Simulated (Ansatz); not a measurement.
The starting structures come from a database of crystals and need not be the phases stable at ambient conditions.

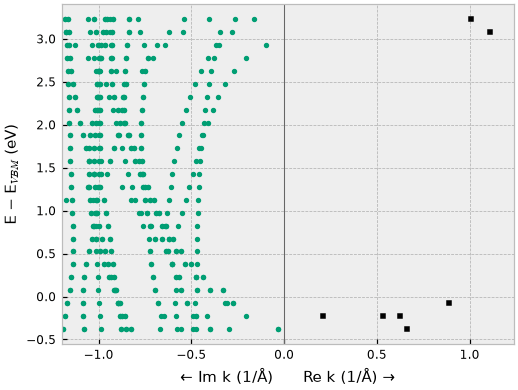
*Complex bands at the centre of the two-dimensional zone; Ansatz (a quantum-chemistry and plane-wave program) with r2SCAN*

No gap correction and no spin-orbit coupling; mid-gap values are interpolated between computed energies.

Question: This is Na$_{2}$H$_{6}$PtO$_{6}$ (P-3, not sure to be the ambient phase, 15 atoms a cell, 8.9 Å³ an atom, -2 GPa at this level) along the normal of (111). Read off the slowest decay at the centre of the two-dimensional zone at 1.43 eV, the computed energy nearest the middle of the gap.

Answer: κ ≈ 0.46 1/Å, a decay length 1/(2κ) of the density of 1.1 Å.
